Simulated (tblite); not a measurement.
**Geometry relaxation of C$_{3}$H$_{5}$F$_{3}$GeO$_{2}$ (part 1 of 2)**

The run: geometry relaxation of C$_{3}$H$_{5}$F$_{3}$GeO$_{2}$. Method and program: GFN2-xTB geometry optimisation, gas phase (tblite 0.8.0).

It belongs to a series of runs on one base structure; here: Ge replaced by C.

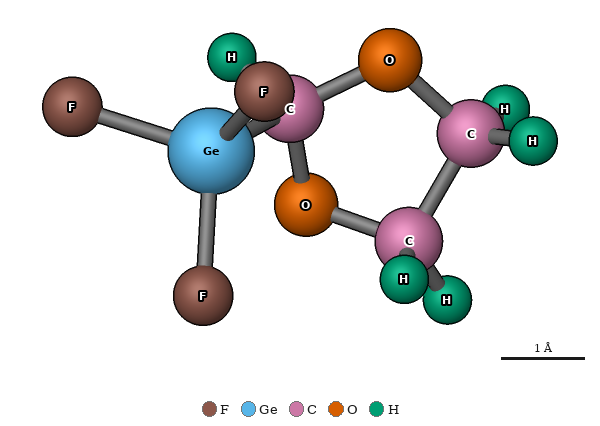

The starting structure (ball-and-stick view, seen at a tilt). Sticks mark near contacts.

### Key numbers

```csv
quantity,value
outcome,converged
total energy,−907.9349 eV
hardware,"1 CPU thread, shared host"
wall time,0.76 s
peak memory,0.18 GiB
```

### Input file
```
{"job": {"kind": "relax", "xc": "GFN2-xTB", "basis": "xTB"}, "charge": 0, "multiplicity": 1}
F      3.271600    -0.733000    -0.875400
Ge     1.975300     0.092100     0.009400
F      2.426400     0.107300     1.708000
F      1.989400     1.751700    -0.599500
C      0.319800    -0.834500    -0.341000
O     -0.425800    -0.041800    -1.230400
C     -1.206800     0.726100    -0.380900
C     -1.592800    -0.292300     0.664800
O     -0.443600    -1.084200     0.766400
H      0.583100    -1.746800    -0.926100
H     -0.613900     1.525000     0.103400
H     -2.086800     1.174900    -0.894300
H     -1.717300     0.223200     1.634000
H     -2.479300    -0.868100     0.339500
```

The first line tells a small driver script what to run in tblite; the rest is the geometry in Å.

Command:
```bash
OMP_NUM_THREADS=1 python <driver script> task.json out
```

### Output
```
step      E/eV     max force
  0    -907.28716    2.705
  1    -907.44494    1.146
  2    -907.50347    0.584
  3    -907.56539    0.522
  4    -907.61588    0.603
  5    -907.64621    0.393
  6    -907.66804    0.328
  7    -907.68647    0.343
  8    -907.70496    0.512
  9    -907.72682    0.562
 10    -907.74780    0.379
 11    -907.76272    0.244
 12    -907.77155    0.232
 13    -907.77850    0.304
 14    -907.78671    0.337
 15    -907.79413    0.244
 16    -907.79838    0.128
 17    -907.80010    0.120
 18    -907.80122    0.100
 19    -907.80275    0.094
 20    -907.80450    0.113
 21    -907.80655    0.145
 22    -907.80905    0.169
 23    -907.81226    0.152
 24    -907.81588    0.140
 25    -907.81937    0.147
 26    -907.82260    0.139
 27    -907.82582    0.170
 28    -907.82968    0.146
 29    -907.83395    0.164
 30    -907.83804    0.159
 31    -907.84167    0.142
 32    -907.84490    0.144
 33    -907.84814    0.141
 34    -907.85145    0.167
 35    -907.85442    0.165
 36    -907.85105    0.354
 37    -907.85786    0.116
 38    -907.85888    0.076
 39    -907.86054    0.073
 40    -907.86134    0.075
 41    -907.86281    0.107
 42    -907.86448    0.111
 43    -907.86617    0.095
 44    -907.86725    0.096
 45    -907.86810    0.086
 46    -907.86905    0.097
 47    -907.87005    0.070
 48    -907.87086    0.065
 49    -907.87144    0.056
 50    -907.87200    0.082
 51    -907.87256    0.086
 52    -907.87337    0.113
 53    -907.87426    0.114
 54    -907.87585    0.100
 55    -907.87682    0.117
 56    -907.87904    0.105
 57    -907.88087    0.103
 58    -907.88284    0.112
 59    -907.88513    0.144
 60    -907.88906    0.215
 61    -907.89491    0.228
 62    -907.90085    0.145
 63    -907.90476    0.143
 64    -907.90595    0.111
 65    -907.90753    0.136
 66    -907.90898    0.120
 67    -907.91091    0.070
 68    -907.91296    0.103
 69    -907.91481    0.108
 70    -907.91673    0.108
 71    -907.91966    0.120
 72    -907.92211    0.103
 73    -907.92355    0.077
 74    -907.92432    0.068
 75    -907.92488    0.056
 76    -907.92525    0.047
 77    -907.92565    0.045
 78    -907.92599    0.055
 79    -907.92655    0.064
 80    -907.92714    0.060
 81    -907.92787    0.064
 82    -907.92868    0.076
 83    -907.92956    0.098
 84    -907.93035    0.087
 85    -907.93094    0.063
 86    -907.93136    0.065
 87    -907.93174    0.057
 88    -907.93218    0.058
 89    -907.93264    0.064
 90    -907.93299    0.049
 91    -907.93320    0.028
 92    -907.93331    0.024
 93    -907.93339    0.024
 94    -907.93346    0.022
 95    -907.93354    0.026
 96    -907.93365    0.026
 97    -907.93375    0.025
 98    -907.93386    0.022
 99    -907.93398    0.028
100    -907.93411    0.033
101    -907.93426    0.034
102    -907.93438    0.028
103    -907.93446    0.024
104    -907.93453    0.023
105    -907.93461    0.026
106    -907.93469    0.026
107    -907.93475    0.019
108    -907.93479    0.019
109    -907.93483    0.016
110    -907.93487    0.016
111    -907.93490    0.014
112    -907.93492    0.012
113    -907.93493    0.008
```

### Trajectory as extended XYZ (Å, eV, eV/Å), 34 of the 114 frames kept, from step=0 to step=113
```
14
Properties=species:S:1:pos:R:3:forces:R:3 step=0 energy=-907.28716
F     3.2716   -0.7330   -0.8754   -0.0220   0.2560   0.1770
Ge    1.9753    0.0921    0.0094    1.4540   0.5400   0.3000
F     2.4264    0.1073    1.7080    0.1930   0.1800   0.0060
F     1.9894    1.7517   -0.5995    0.1980  -0.0590   0.1310
C     0.3198   -0.8345   -0.3410   -1.5360  -0.9460  -2.0160
O    -0.4258   -0.0418   -1.2304    0.5710  -0.4410  -0.2260
C    -1.2068    0.7261   -0.3809   -0.9700   1.0680   0.0060
C    -1.5928   -0.2923    0.6648   -0.7160   0.8090   1.0020
O    -0.4436   -1.0842    0.7664    0.3010  -0.7540   0.1380
H     0.5831   -1.7468   -0.9261   -0.0920   0.1980   0.5010
H    -0.6139    1.5250    0.1034    0.0120   0.0000  -0.2320
H    -2.0868    1.1749   -0.8943    0.7140  -0.3580   0.0500
H    -1.7173    0.2232    1.6340   -0.4460  -0.4880  -0.1750
H    -2.4793   -0.8681    0.3395    0.3380  -0.0060   0.3390
14
Properties=species:S:1:pos:R:3:forces:R:3 step=3 energy=-907.56539
F     3.2884   -0.7178   -0.8687    0.4840   0.0610  -0.0480
Ge    2.0285    0.1033    0.0232   -0.4350  -0.2430  -0.0260
F     2.4503    0.1241    1.7226    0.3670   0.2060   0.3090
F     2.0094    1.7602   -0.5923    0.2820   0.2360   0.0500
C     0.2486   -0.8654   -0.4160    0.1600   0.0220   0.2390
O    -0.4370   -0.0463   -1.2467   -0.5030   0.0550  -0.1020
C    -1.2245    0.7494   -0.3699    0.0790  -0.1090  -0.0640
C    -1.6058   -0.2662    0.6923    0.1510  -0.0940   0.0090
O    -0.4501   -1.1086    0.7492   -0.2630   0.0600  -0.4150
H     0.5797   -1.7654   -0.9138   -0.1080  -0.3410  -0.1750
H    -0.6107    1.5329    0.0861    0.1110   0.1700  -0.1210
H    -2.0641    1.1655   -0.9096   -0.0680   0.0840  -0.1860
H    -1.7528    0.2020    1.6544   -0.1930  -0.1030   0.3390
H    -2.4607   -0.8680    0.3670   -0.0650  -0.0050   0.1900
14
Properties=species:S:1:pos:R:3:forces:R:3 step=7 energy=-907.68647
F     3.3782   -0.6882   -0.8633    0.0390   0.1520   0.1420
Ge    2.0239    0.0856    0.0323    0.2710   0.0890   0.0320
F     2.5292    0.1744    1.7705    0.0690   0.1010  -0.1960
F     2.0755    1.7961   -0.5712    0.1240  -0.1130   0.1390
C     0.1962   -0.8956   -0.4573   -0.1690  -0.1040   0.0080
O    -0.4968   -0.0645   -1.2638    0.1470  -0.0940   0.0480
C    -1.2358    0.7596   -0.3703   -0.0960  -0.0360  -0.0350
C    -1.6122   -0.2521    0.7131   -0.1400  -0.0220  -0.0650
O    -0.4876   -1.1343    0.6927   -0.0440  -0.1090   0.2350
H     0.5474   -1.8134   -0.9331   -0.1530   0.1550  -0.1140
H    -0.5950    1.5572    0.0445   -0.0570  -0.1280  -0.1430
H    -2.0617    1.1758   -0.9423   -0.0660   0.0490   0.1240
H    -1.7919    0.1624    1.7094    0.3060  -0.0520  -0.1470
H    -2.4700   -0.8635    0.4167   -0.2330   0.1120  -0.0280
14
Properties=species:S:1:pos:R:3:forces:R:3 step=10 energy=-907.74780
F     3.4508   -0.6432   -0.8352   -0.1280   0.1420   0.1720
Ge    2.0389    0.0799    0.0382    0.3710   0.0300   0.0730
F     2.5943    0.2259    1.7640   -0.0270   0.0460  -0.2530
F     2.1426    1.7991   -0.5308    0.0180  -0.1560   0.1110
C     0.1630   -0.9237   -0.4495   -0.2070  -0.0490  -0.1570
O    -0.5128   -0.0945   -1.2597   -0.0670   0.2080  -0.0900
C    -1.2555    0.7505   -0.3843   -0.0120  -0.0870   0.0860
C    -1.6370   -0.2585    0.7071    0.0290  -0.0150   0.0540
O    -0.5223   -1.1617    0.6930   -0.1060  -0.0130  -0.1230
H     0.4950   -1.8142   -0.9751    0.0880  -0.0770   0.0690
H    -0.5946    1.5482   -0.0049   -0.0780  -0.1390   0.0380
H    -2.0840    1.1957   -0.9368    0.0330  -0.1740   0.0560
H    -1.7478    0.1343    1.7153    0.0510   0.1640  -0.0240
H    -2.5311   -0.8381    0.4366    0.0340   0.1190  -0.0120
14
Properties=species:S:1:pos:R:3:forces:R:3 step=14 energy=-907.78671
F     3.5033   -0.5877   -0.7894    0.1190  -0.0120   0.0250
Ge    2.0807    0.0702    0.0497   -0.3180  -0.0800  -0.0760
F     2.6510    0.2771    1.7325    0.0500   0.0160   0.0160
F     2.2012    1.7842   -0.4823   -0.0130  -0.0160   0.0320
C     0.1122   -0.9494   -0.4822    0.1350   0.0350   0.0040
O    -0.5415   -0.0929   -1.2755    0.0630  -0.0740  -0.0180
C    -1.2729    0.7387   -0.3824    0.0120   0.0420  -0.0630
C    -1.6490   -0.2585    0.7157    0.0120   0.0280  -0.0320
O    -0.5679   -1.1938    0.6557    0.0090  -0.0940  -0.0670
H     0.4712   -1.8377   -0.9925    0.0240   0.0150  -0.0020
H    -0.6019    1.5287   -0.0259   -0.0020   0.0460   0.1550
H    -2.1008    1.1785   -0.9304   -0.1200  -0.0460   0.0190
H    -1.7191    0.1433    1.7254    0.0600   0.1020  -0.0600
H    -2.5672   -0.8013    0.4594   -0.0300   0.0380   0.0660
14
Properties=species:S:1:pos:R:3:forces:R:3 step=17 energy=-907.80010
F     3.5133   -0.5762   -0.7705   -0.0030  -0.0180   0.0390
Ge    2.0608    0.0593    0.0439    0.0100   0.0060   0.0030
F     2.6581    0.2850    1.7125   -0.0140  -0.0220   0.0140
F     2.2037    1.7694   -0.4669   -0.0660   0.0020  -0.0060
C     0.1211   -0.9466   -0.4860   -0.0640  -0.0550  -0.0100
O    -0.5360   -0.0912   -1.2811    0.0500   0.0160  -0.0010
C    -1.2731    0.7357   -0.3867    0.0140   0.0140  -0.0240
C    -1.6464   -0.2585    0.7121    0.0170   0.0150  -0.0260
O    -0.5769   -1.2078    0.6392    0.0010  -0.0240   0.0170
H     0.4772   -1.8387   -0.9926    0.0280   0.0300  -0.0460
H    -0.6090    1.5224   -0.0042   -0.0440   0.0510  -0.0180
H    -2.1189    1.1616   -0.9209    0.0210   0.0130  -0.0190
H    -1.6980    0.1702    1.7131    0.0480  -0.0280  -0.0430
H    -2.5767   -0.7851    0.4661    0.0010   0.0010   0.1200
14
Properties=species:S:1:pos:R:3:forces:R:3 step=21 energy=-907.80655
F     3.5247   -0.5737   -0.7487    0.0010  -0.0180   0.0140
Ge    2.0560    0.0532    0.0452    0.0480  -0.0190   0.0570
F     2.6627    0.2862    1.7106   -0.0230  -0.0170   0.0330
F     2.1886    1.7662   -0.4600   -0.0690   0.0170  -0.0230
C     0.1097   -0.9596   -0.4939    0.1110   0.0790  -0.0180
O    -0.5259   -0.0865   -1.2852   -0.0460   0.0190   0.0040
C    -1.2713    0.7370   -0.3944   -0.0330  -0.0320   0.0350
C    -1.6409   -0.2563    0.7075   -0.0080  -0.0310   0.0690
O    -0.5872   -1.2227    0.6274   -0.0350   0.0000  -0.0970
H     0.4845   -1.8367   -1.0097   -0.0320  -0.0310  -0.0280
H    -0.6243    1.5355   -0.0047   -0.0040  -0.0120  -0.0660
H    -2.1214    1.1577   -0.9261    0.0180  -0.0110  -0.0530
H    -1.6721    0.1758    1.7037    0.0880   0.0530   0.1030
H    -2.5837   -0.7764    0.5062   -0.0180   0.0040  -0.0290
14
Properties=species:S:1:pos:R:3:forces:R:3 step=24 energy=-907.81588
F     3.5469   -0.5707   -0.7050    0.0440  -0.0230  -0.0260
Ge    2.0613    0.0392    0.0600   -0.0850   0.0050  -0.0020
F     2.6686    0.2868    1.7147    0.0000   0.0010   0.1170
F     2.1492    1.7623   -0.4505   -0.0550  -0.0370  -0.0120
C     0.1048   -0.9686   -0.5175    0.0330   0.0790   0.0150
O    -0.5183   -0.0736   -1.2938    0.0110  -0.0280   0.0000
C    -1.2768    0.7342   -0.4004   -0.0530   0.0210  -0.0190
C    -1.6328   -0.2558    0.7152    0.0120   0.0490   0.0250
O    -0.6131   -1.2523    0.5844    0.0600  -0.0410  -0.0050
H     0.4896   -1.8397   -1.0441   -0.1050   0.0860   0.0280
H    -0.6521    1.5546   -0.0202    0.0460  -0.0690  -0.0330
H    -2.1221    1.1453   -0.9467   -0.0720  -0.0550  -0.0150
H    -1.6078    0.1950    1.7086    0.1260  -0.0610   0.0060
H    -2.5980   -0.7573    0.5731    0.0380   0.0740  -0.0770
14
Properties=species:S:1:pos:R:3:forces:R:3 step=27 energy=-907.82582
F     3.5501   -0.5849   -0.6806   -0.0300   0.0310   0.0030
Ge    2.0522    0.0312    0.0727    0.0140  -0.0060   0.0260
F     2.6529    0.2722    1.7364   -0.0180   0.0230   0.0530
F     2.0882    1.7532   -0.4565   -0.0140  -0.0640   0.0150
C     0.1210   -0.9565   -0.5227   -0.1560  -0.0560  -0.0370
O    -0.5037   -0.0612   -1.2960   -0.0330   0.0360  -0.0390
C    -1.2830    0.7330   -0.4074    0.0440   0.0260  -0.0340
C    -1.6182   -0.2534    0.7213    0.0890   0.0210  -0.0520
O    -0.6170   -1.2690    0.5588    0.0010   0.0680   0.0510
H     0.4869   -1.8228   -1.0665    0.0150   0.0190   0.0120
H    -0.6693    1.5624   -0.0348    0.0370   0.0090  -0.0020
H    -2.1290    1.1292   -0.9655   -0.0730  -0.0920   0.0400
H    -1.5349    0.2038    1.7105    0.0210  -0.1040  -0.0340
H    -2.5969   -0.7378    0.6080    0.1030   0.0870   0.0000
14
Properties=species:S:1:pos:R:3:forces:R:3 step=31 energy=-907.84167
F     3.5887   -0.5752   -0.6000   -0.0430   0.0510  -0.0190
Ge    2.0454   -0.0026    0.1133   -0.0160  -0.0810   0.0600
F     2.6511    0.2785    1.7851   -0.0640   0.0310  -0.0110
F     1.9875    1.7167   -0.4380    0.0200  -0.0100   0.0100
C     0.0877   -0.9684   -0.5724    0.1140  -0.0210  -0.0110
O    -0.4946   -0.0337   -1.3217    0.0020  -0.0650   0.0380
C    -1.2926    0.7376   -0.4312    0.0020   0.0000   0.0520
C    -1.5725   -0.2374    0.7280   -0.0190   0.0170   0.0180
O    -0.6564   -1.3088    0.4859   -0.0300   0.0410  -0.0440
H     0.4801   -1.8071   -1.1301    0.0150  -0.0990  -0.0660
H    -0.7049    1.5909   -0.0762   -0.0460   0.0950  -0.0950
H    -2.1701    1.0644   -0.9908    0.0120   0.0270   0.1350
H    -1.3657    0.2005    1.7082    0.0020   0.0050  -0.0440
H    -2.5842   -0.6557    0.7178    0.0490   0.0080  -0.0220
14
Properties=species:S:1:pos:R:3:forces:R:3 step=34 energy=-907.85145
F     3.6057   -0.5585   -0.5348   -0.0030   0.0310  -0.0400
Ge    2.0352   -0.0447    0.1567   -0.0890   0.0220  -0.0490
F     2.6308    0.2866    1.8209   -0.0600   0.0300   0.0310
F     1.9006    1.6777   -0.4203    0.0340  -0.0820   0.0470
C     0.0767   -0.9833   -0.6147   -0.0040   0.0070   0.0340
O    -0.4817   -0.0168   -1.3375    0.0570   0.0390   0.0190
C    -1.2959    0.7416   -0.4442    0.0070  -0.0010  -0.0020
C    -1.5313   -0.2221    0.7329    0.0610   0.0010   0.0110
O    -0.6922   -1.3345    0.4214    0.0620  -0.1550  -0.0070
H     0.4817   -1.8081   -1.1931   -0.0990   0.0280   0.0500
H    -0.7454    1.6329   -0.1238   -0.0500   0.0140  -0.0990
H    -2.2044    1.0114   -0.9842    0.0370   0.0690   0.0370
H    -1.2205    0.2010    1.6920    0.0050   0.0310  -0.0120
H    -2.5601   -0.5837    0.8065    0.0420  -0.0330  -0.0190
14
Properties=species:S:1:pos:R:3:forces:R:3 step=38 energy=-907.85888
F     3.5974   -0.5508   -0.5186   -0.0160   0.0350  -0.0250
Ge    2.0172   -0.0629    0.1728   -0.0080   0.0090  -0.0270
F     2.5981    0.2881    1.8427   -0.0680   0.0200  -0.0030
F     1.8579    1.6470   -0.4122    0.0420  -0.0390   0.0430
C     0.0819   -0.9851   -0.6239   -0.0480   0.0040  -0.0080
O    -0.4658   -0.0054   -1.3390    0.0140   0.0340  -0.0180
C    -1.2921    0.7432   -0.4485    0.0200  -0.0080  -0.0130
C    -1.5018   -0.2176    0.7343    0.0380  -0.0340   0.0030
O    -0.6964   -1.3502    0.3992   -0.0200   0.0050   0.0050
H     0.4746   -1.8048   -1.2147   -0.0320  -0.0110   0.0160
H    -0.7677    1.6573   -0.1574    0.0220   0.0090   0.0130
H    -2.2160    0.9948   -0.9695    0.0200  -0.0010  -0.0730
H    -1.1538    0.2031    1.6796    0.0260   0.0280   0.0540
H    -2.5343   -0.5573    0.8332    0.0110  -0.0500   0.0350
14
Properties=species:S:1:pos:R:3:forces:R:3 step=41 energy=-907.86281
F     3.5948   -0.5350   -0.5089    0.0070   0.0260  -0.0230
Ge    2.0064   -0.0772    0.1808    0.0000  -0.0520   0.0120
F     2.5676    0.2964    1.8563   -0.0680   0.0000  -0.0180
F     1.8409    1.6221   -0.3960    0.0280   0.0460   0.0080
C     0.0730   -0.9899   -0.6389    0.0580   0.0010   0.0190
O    -0.4560    0.0064   -1.3447   -0.0100  -0.0470   0.0310
C    -1.2887    0.7456   -0.4525   -0.0300   0.0160   0.0050
C    -1.4793   -0.2154    0.7394   -0.0600   0.0880   0.0090
O    -0.7075   -1.3597    0.3788    0.0090   0.0510   0.0070
H     0.4641   -1.8094   -1.2289   -0.0220  -0.0110  -0.0360
H    -0.7798    1.6746   -0.1769    0.0100  -0.0530   0.0480
H    -2.2183    0.9800   -0.9752    0.0320  -0.0260  -0.0270
H    -1.1052    0.2072    1.6792    0.0310  -0.0500  -0.0750
H    -2.5125   -0.5460    0.8654    0.0140   0.0110   0.0380
14
Properties=species:S:1:pos:R:3:forces:R:3 step=45 energy=-907.86810
F     3.5898   -0.5102   -0.4977    0.0370   0.0000  -0.0060
Ge    1.9911   -0.1054    0.1916    0.0220   0.0440  -0.0370
F     2.5048    0.3028    1.8686   -0.0370  -0.0310   0.0300
F     1.8164    1.5949   -0.3723    0.0070   0.0240   0.0020
C     0.0742   -0.9942   -0.6503   -0.0280  -0.0040  -0.0090
O    -0.4407    0.0161   -1.3467   -0.0180  -0.0010   0.0010
C    -1.2877    0.7483   -0.4601   -0.0010  -0.0310   0.0150
C    -1.4566   -0.2012    0.7424    0.0310  -0.0740  -0.0050
O    -0.7198   -1.3623    0.3574    0.0010  -0.0380   0.0090
H     0.4474   -1.8114   -1.2571   -0.0040   0.0010   0.0180
H    -0.7946    1.6853   -0.1872   -0.0160  -0.0130   0.0010
H    -2.2192    0.9519   -0.9915    0.0090   0.0190   0.0020
H    -1.0208    0.2080    1.6605   -0.0240   0.0200  -0.0360
H    -2.4849   -0.5231    0.9201    0.0210   0.0820   0.0170
14
Properties=species:S:1:pos:R:3:forces:R:3 step=48 energy=-907.87086
F     3.6009   -0.4966   -0.4838    0.0300   0.0070   0.0070
Ge    1.9884   -0.1159    0.1944    0.0010   0.0310  -0.0260
F     2.4672    0.3001    1.8833   -0.0300  -0.0420   0.0140
F     1.7966    1.5863   -0.3587    0.0090   0.0240  -0.0040
C     0.0672   -1.0002   -0.6614   -0.0120  -0.0100  -0.0020
O    -0.4358    0.0207   -1.3491   -0.0040  -0.0130  -0.0200
C    -1.2901    0.7446   -0.4643    0.0070  -0.0030  -0.0020
C    -1.4393   -0.2012    0.7433    0.0210   0.0000   0.0010
O    -0.7296   -1.3736    0.3417   -0.0520   0.0370  -0.0110
H     0.4380   -1.8101   -1.2766    0.0210  -0.0430   0.0100
H    -0.8090    1.6884   -0.1938   -0.0200  -0.0050  -0.0180
H    -2.2217    0.9348   -1.0016   -0.0090   0.0110   0.0440
H    -0.9651    0.2091    1.6398    0.0170   0.0270   0.0310
H    -2.4686   -0.4869    0.9645    0.0220  -0.0190  -0.0240
14
Properties=species:S:1:pos:R:3:forces:R:3 step=51 energy=-907.87256
F     3.6096   -0.4791   -0.4698    0.0130   0.0140   0.0280
Ge    1.9817   -0.1270    0.1987   -0.0020  -0.0050  -0.0090
F     2.4189    0.2931    1.9049   -0.0260  -0.0550  -0.0230
F     1.7733    1.5738   -0.3453    0.0110   0.0450  -0.0090
C     0.0590   -1.0087   -0.6778   -0.0080  -0.0070  -0.0040
O    -0.4303    0.0254   -1.3560    0.0000  -0.0200  -0.0070
C    -1.2885    0.7435   -0.4685   -0.0040   0.0180  -0.0280
C    -1.4129   -0.1955    0.7462   -0.0350   0.0740   0.0260
O    -0.7451   -1.3803    0.3197    0.0350   0.0110   0.0270
H     0.4312   -1.8188   -1.2943   -0.0150   0.0110   0.0250
H    -0.8272    1.6998   -0.2123    0.0290  -0.0050  -0.0060
H    -2.2283    0.9157   -0.9973   -0.0280  -0.0140   0.0220
H    -0.9023    0.2130    1.6266    0.0250  -0.0270  -0.0320
H    -2.4399   -0.4552    1.0029    0.0030  -0.0390  -0.0110
```
